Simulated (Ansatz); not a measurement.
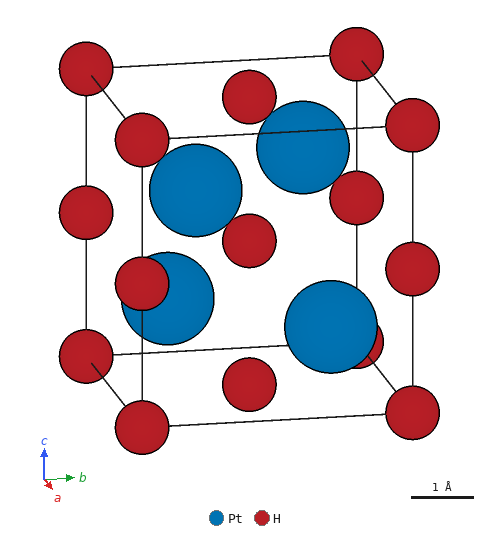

The crystal in a spheres-only representation, seen slightly off an axis. The lines enclose the simulation cell; boundary atoms appear with their images.

```yaml
crystal:
  lattice:
    - [4.45971, 0.00000, 0.00000]
    - [0.00000, 4.45971, 0.00000]
    - [0.00000, 0.00000, 4.81174]
  atoms:
    - { symbol: Pt, position: [0.25000, 0.25000, 0.25000] }
    - { symbol: Pt, position: [0.25000, 0.75000, 0.75000] }
    - { symbol: Pt, position: [0.75000, 0.75000, 0.25000] }
    - { symbol: Pt, position: [0.75000, 0.25000, 0.75000] }
    - { symbol: H, position: [0.00000, 0.00000, 0.00000] }
    - { symbol: H, position: [0.50000, 0.50000, 0.50000] }
    - { symbol: H, position: [0.00000, 0.00000, 0.50000] }
    - { symbol: H, position: [0.50000, 0.50000, 0.00000] }
```

Computational set-up: DFT, PAW plane waves, r2SCAN (Ansatz), a cutoff energy of 500 eV, k-grid 8×8×7, Fermi-Dirac smearing of 0.1 eV, no spin polarisation. The pressure of the cell is -24 GPa.

### List the Bader charges.

H -0.09 e; Pt +0.09 e. Little charge moves, as in a metallic or covalent solid.

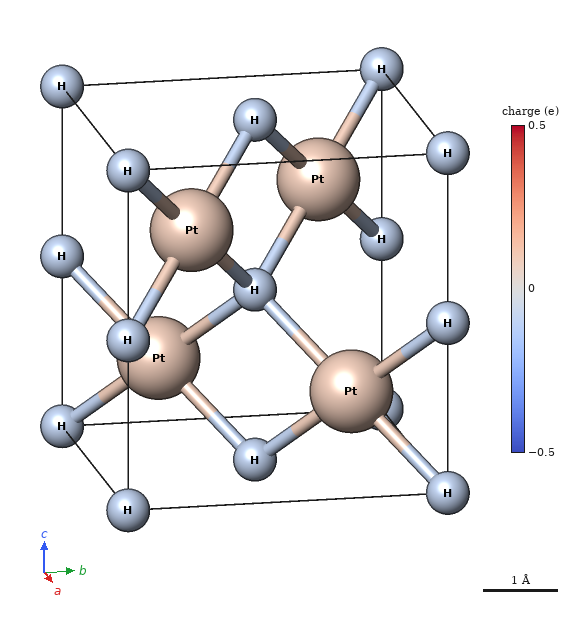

The atoms coloured by those charges.

About the cell: it is a generated cell, made by putting these elements into a known structure type (the compound may or may not exist in this form), and it is unrelaxed. A calculation with Ansatz used it as input.

At this level of theory the cell isn't at rest (stretched, at -24 GPa), so its distances can differ from those at equilibrium, the more so the softer the solid.
